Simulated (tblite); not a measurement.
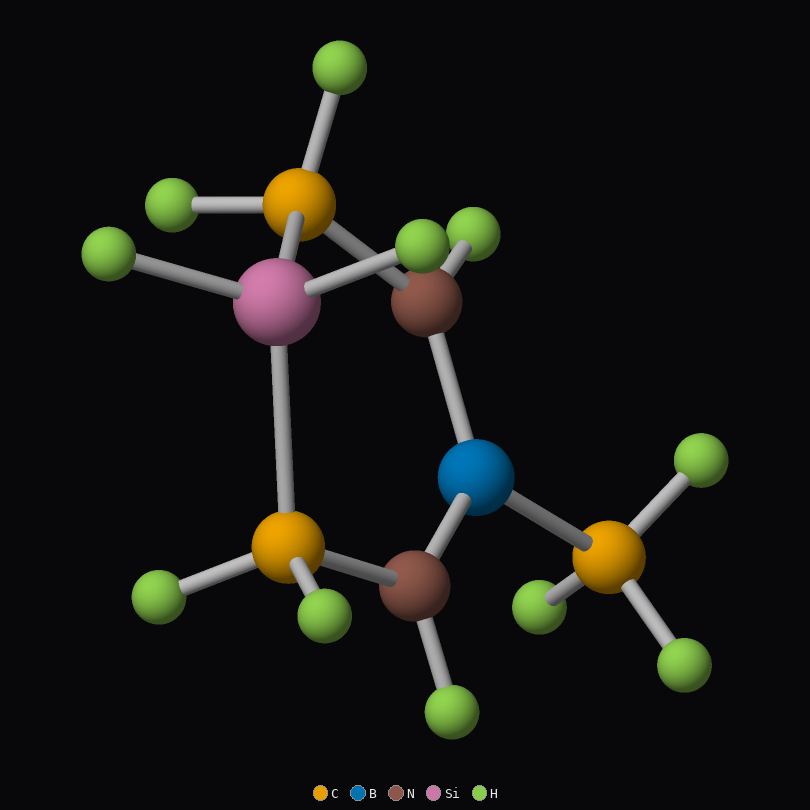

Source: calculation with tblite.

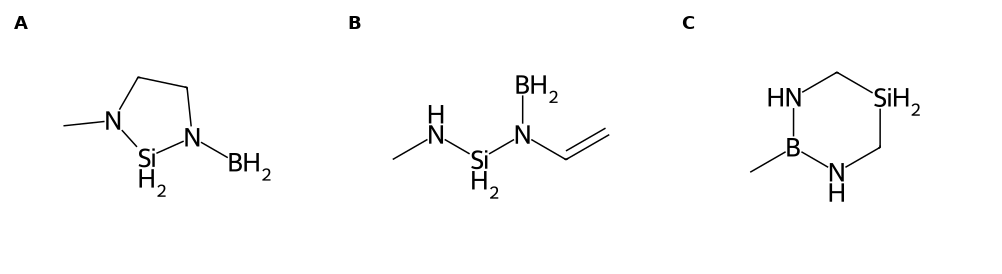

Which structural formula matches the 3D model?

Answer. C, `CB1NC[SiH2]CN1`.
